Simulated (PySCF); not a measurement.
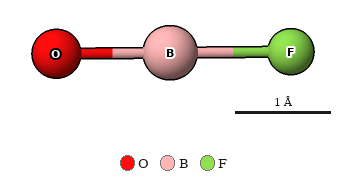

Fig. 1: The structure as given in the input (ball-and-stick view, seen on its broad side).

# Run report: BOF, single-point calculation

BOF, computed with CCSDT(Q)/STO-3G, RHF (PySCF 2.14.0).

The geometry comes from this level: PBE0-D4/def2-TZVP.

## Output
```
converged SCF energy = -196.327840179449
_make_eris_incore_RCCSDT

WARN: A large `blksize` is being used, which may cause large memory consumption
      for storing contraction intermediates. If memory is sufficient, consider using
      `pyscf.cc.rccsdt_highm.RCCSDT` instead.

RCCSDT converged
E(RCCSDT) = -196.4841715050331   E_corr = -0.1563313255839521
E_corr(same-spin) = -0.0338795733695332
E_corr(oppo-spin) = -0.122451752214419
_make_eris_incore_RCCSDT
E(CCSDT(Q)) = -196.483855829
```

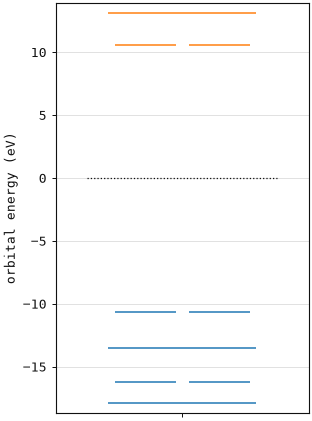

Fig. 2: Orbital energies near the frontier (SCF reference); the dotted line parts filled from empty levels, and levels within 0.02 eV of each other stand side by side. Highest filled −10.65 eV, lowest empty 10.60 eV, 21.25 eV apart.

This output came from the following input.

## The input (calc.py)
```python
from pyscf import gto, scf, cc

system = gto.Mole()
system.atom = '''
O        0.983100      -0.565100       0.479900
B        0.020300      -0.011600       0.009900
F       -1.003400       0.576800      -0.489800
'''
system.basis = 'sto-3g'
system.max_memory = 1860
system.verbose = 3
system.build()

calc0 = scf.RHF(system)
calc0.conv_tol = 1e-10
calc0.kernel()
if not calc0.converged:
    calc0 = calc0.newton().run(calc0.mo_coeff, calc0.mo_occ)

mycc = cc.CCSDT(calc0, frozen=3)
mycc.kernel()
e_bracket, e_q = mycc.ccsdt_q()
e_tot = mycc.e_tot + e_q
print('E(%s) = %.9f' % ('CCSDT(Q)', e_tot))
```

Command:
```bash
OMP_NUM_THREADS=1 python calc.py
```

## Summary

```csv
quantity,value
outcome,converged
total energy,−196.483856 hartree
SCF energy,−196.327840 hartree
correlation energy,−0.156016 hartree
basis functions,15
T1 diagnostic,0.018
HOMO of the SCF reference,−10.65 eV
LUMO of the SCF reference,10.60 eV
hardware,"1 thread of Intel Xeon @ 2.50GHz (Skylake/Cascade Lake), 16 GiB of memory available, shared host"
wall time,2.8 s
peak memory,0.11 GiB
```
